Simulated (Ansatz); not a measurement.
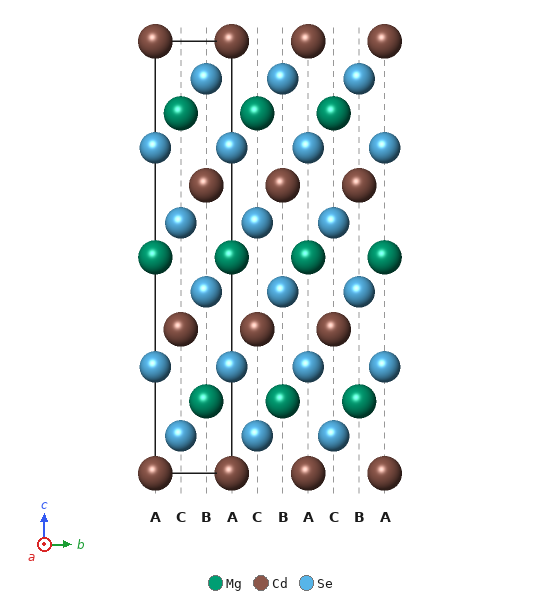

The picture looks along a close-packed row of the hexagonal mesh; c points upwards. The dashed lines mark the three columns A (0, 0), B (1/3, 2/3) and C (2/3, 1/3). The sequence starts with the first layer at or above the cell's origin.

MgCdSe₂. Coordinates: the geometry relaxed with DFT PBE, scalar-relativistic, plane waves, PAW (Ansatz); the starting structure was generated, so it need not be a known form of this composition.

Give the sequence of layers in one repeat, with element and column.

Cd(A) – Se(C) – Mg(B) – Se(A) – Cd(C) – Se(B) – Mg(A) – Se(C) – Cd(B) – Se(A) – Mg(C) – Se(B) (twelve layers in 19.50 Å).

How are the Se layers alone stacked?

Se layers alone: CABCAB, the cubic close-packed type.

Which positions between or in the Se layers do the other atoms fill?

Mg: three octahedral sites; Cd: three octahedral sites in each hexagonal cell.
